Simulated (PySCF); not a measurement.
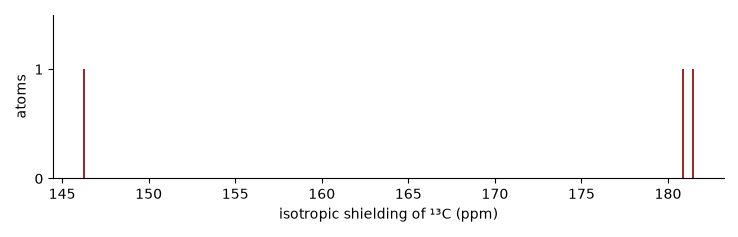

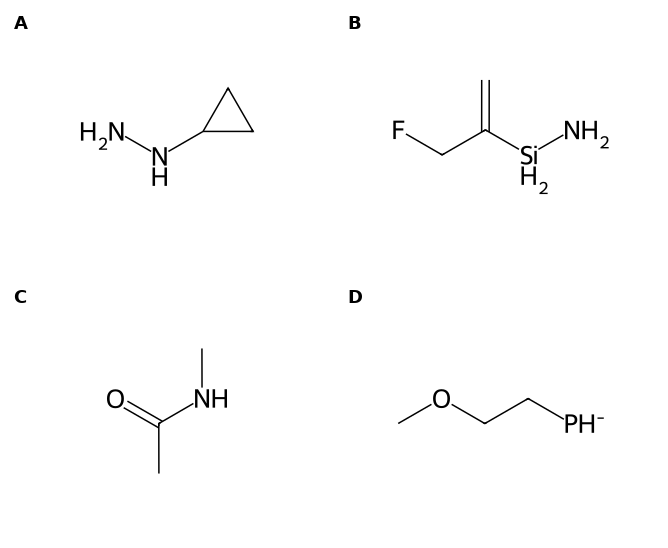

The sticks are computed shieldings of one of the molecules, for one fixed geometry (GFN2-xTB) without averaging over rotations. Low shielding means a high chemical shift. Method: GIAO PBE0/pcSseg-1 NMR shielding, non-relativistic, gas phase (PySCF 2.14.0).

Question: Match the spectrum to a structure.

Answer: A, `NNC1CC1`. Its 3 C atoms give lines at 146.2, 180.9, 181.4 ppm.
